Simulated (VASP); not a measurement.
Band structure of BP (zinc blende). Method: PBE GGA, VASP's PBE PAW potentials (set 64) (plane waves; VASP 6.6.1).

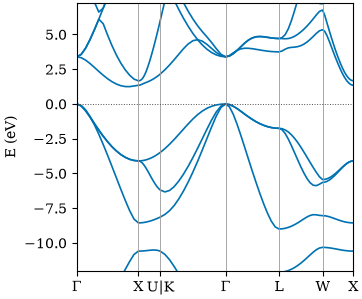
Fig. 1. Bands along high-symmetry lines, zero at the valence-band maximum or, without a gap, the Fermi level

### Question
Read the plot: is there a gap, and where are the band edges?

### Answer
The gap is indirect, 1.25 eV, from the valence maximum at Γ to the conduction minimum at Γ-X at 0.86. (Edges off the drawn lines would not show.)

The compound is BP in the zinc blende structure. It was relaxed first.
